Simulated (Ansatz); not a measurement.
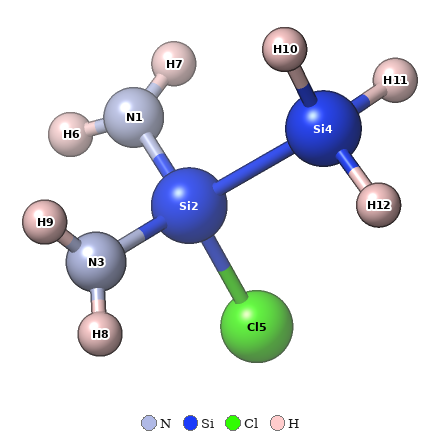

The system is ClH7N2Si2, SMILES N[Si](N)([SiH3])Cl; the picture shows the reference structure. 
- The first coordinate is: dihedral H6–N1–Si2–Si4; the second: dihedral Si4–Si2–N3–H8.
- Nothing is relaxed (all other coordinates rigid).
- The scan uses an 18 × 18 grid.
- Points are written as (first, second).
- All energies are given in kJ/mol relative to the lowest grid point.
- Theory: RHF/def2-SVP in Ansatz 0.2.0.

Its coordinates:

```xyz
12

N    -0.8295    1.5786   -0.2884
Si   -0.4134    0.0432    0.3333
N     0.3124    0.2806    1.8636
Si    0.8242   -1.1266   -1.3005
Cl   -2.0609   -1.2035    0.7472
H    -1.2788    2.2560    0.2990
H    -1.0621    1.7144   -1.2528
H     0.2340   -0.3850    2.6057
H     1.0563    0.9353    2.0036
H     2.1179   -0.4437   -1.5648
H     0.0690   -1.1985   -2.5780
H     1.1078   -2.5062   -0.8342
```

Range: dihedral H6–N1–Si2–Si4 from −180 to 160°; dihedral Si4–Si2–N3–H8 from −180 to 160°.

What landscape does the calculation give?

Answer. The lowest grid point is at (−180°, −80°). Higher local minima lie near (−180°, 100°) (1.3 kJ/mol above the lowest at that grid point); (0°, −80°) (8.4 kJ/mol above the lowest at that grid point); (0°, 100°) (10.1 kJ/mol above the lowest at that grid point). The highest grid point, (100°, 40°), lies 38.3 kJ/mol above the lowest. On the interpolated surface the easiest way out of the lowest well to the well at about (−175°, 95°) passes a barrier of about 15 kJ/mol, counted from the interpolated bottom of the well. Round the minimum the valley is somewhat tilted: raising dihedral H6–N1–Si2–Si4 shifts the best value of dihedral Si4–Si2–N3–H8 downwards (coupling k₁₂/√(k₁₁k₂₂) about 0.3).

| dihedral Si4–Si2–N3–H8 ↓, dihedral H6–N1–Si2–Si4 → | −180 | −140 | −100 | −60 | −20 | 20 | 60 | 100 | 140 |
| --- | --- | --- | --- | --- | --- | --- | --- | --- | --- |
| 160 | 15.5 | 15.0 | 21.2 | 24.0 | 23.8 | 21.5 | 20.6 | 23.8 | 22.6 |
| 120 | 4.3 | 14.1 | 26.3 | 21.2 | 12.8 | 15.2 | 23.7 | 24.9 | 13.3 |
| 80 | 2.4 | 11.7 | 32.7 | 30.5 | 15.3 | 12.5 | 26.7 | 35.0 | 19.8 |
| 40 | 13.7 | 13.8 | 31.8 | 38.2 | 28.8 | 19.8 | 26.2 | 38.3 | 32.1 |
| 0 | 21.5 | 18.3 | 27.1 | 34.0 | 33.5 | 27.3 | 25.1 | 31.5 | 32.0 |
| −40 | 11.3 | 16.5 | 24.8 | 23.2 | 20.0 | 21.7 | 24.5 | 24.7 | 18.2 |
| −80 | 0.0 | 10.4 | 28.1 | 23.3 | 10.2 | 11.2 | 25.1 | 29.6 | 14.1 |
| −120 | 6.3 | 10.3 | 31.2 | 33.6 | 19.8 | 13.3 | 25.9 | 38.1 | 26.4 |
| −160 | 18.0 | 13.7 | 26.6 | 34.7 | 30.4 | 21.5 | 23.6 | 34.6 | 33.4 |

The table holds every second grid line.

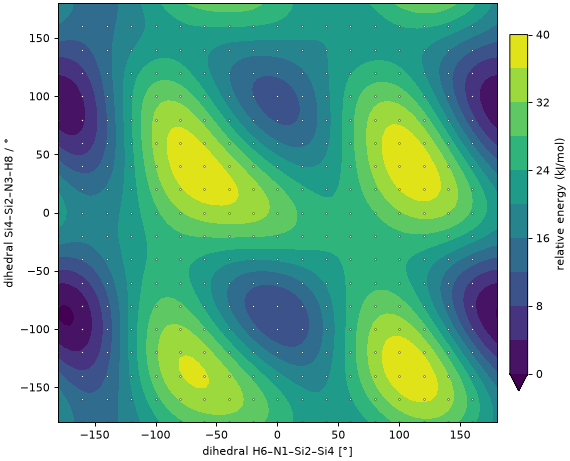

The picture shows filled contours, dots at the grid points. Between grid points the surface is interpolated.

The whole map (324 points run) took 7.4 min on 1 thread of AMD EPYC 9R45 (Zen 5), on a shared host.
